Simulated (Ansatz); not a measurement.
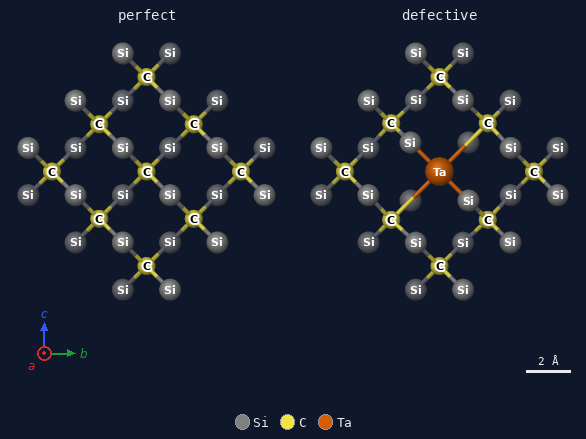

Left: perfect SiC. Right: the same region with one point defect, after relaxing the atoms in a supercell of 54 sites. The picture is a ball-and-stick view of the atoms within 6.0 Å of one point, in a slice 3.4 Å thick across the line of sight, seen along the a axis.

All numbers below come from DFT, PBE, plane-wave PAW, default files, scalar-relativistic in Ansatz 0.2.0. Settings: plane-wave cutoff 420 eV; k-point mesh 3 × 3 × 3; occupations fermi dirac; smearing width 0.01 eV; collinear spin. The axes drawn are those of the host's conventional cell.

What kind of defect was made?

Answer. A carbon atom is replaced by tantalum.

The charge state of the cell is 0.

How does the lattice respond?

Answer. In the host the C atom has 4 Si at 1.89 Å; the Ta atom ends with 4 Si at 2.32 Å. Of the host's atoms, a silicon atom moves furthest from its site, by 0.43 Å. The cell's net moment is 0.41 μB. Relaxing the atoms from the host's sites lowers the energy by 12.81 eV.
